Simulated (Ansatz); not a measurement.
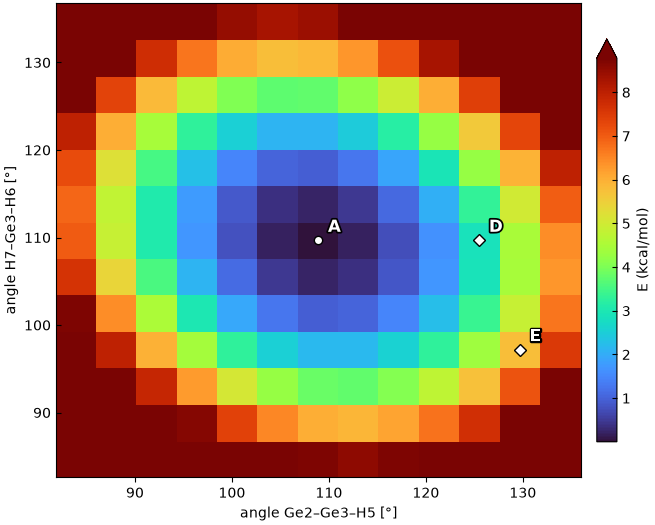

FGe2H4, SMILES [F][GeH][GeH3], spin multiplicity 2. 
- First axis: angle Ge2–Ge3–H5. Second axis: angle H7–Ge3–H6.
- Nothing is relaxed (all other coordinates rigid).
- The grid has 13 × 13 points.
- Points are written as (first, second).
- All energies are given in kcal/mol relative to the relaxed molecule at the same level.
- Theory: UKS PBE0-D4/def2-SVP (Ansatz).

Drawn: one coloured cell a grid point, one colour for all values above the top of the scale, lettered points.

> What kind of point is each of A, D, E: minimum, saddle, maximum or slope?

A: minimum; D: on a slope; E: on a slope. (In these two coordinates alone; a stationary point may lie a little off the grid point.)

> Rank the lettered points by energy, lowest first.

A (0.0 kcal/mol), D (2.9 kcal/mol), E (5.8 kcal/mol).
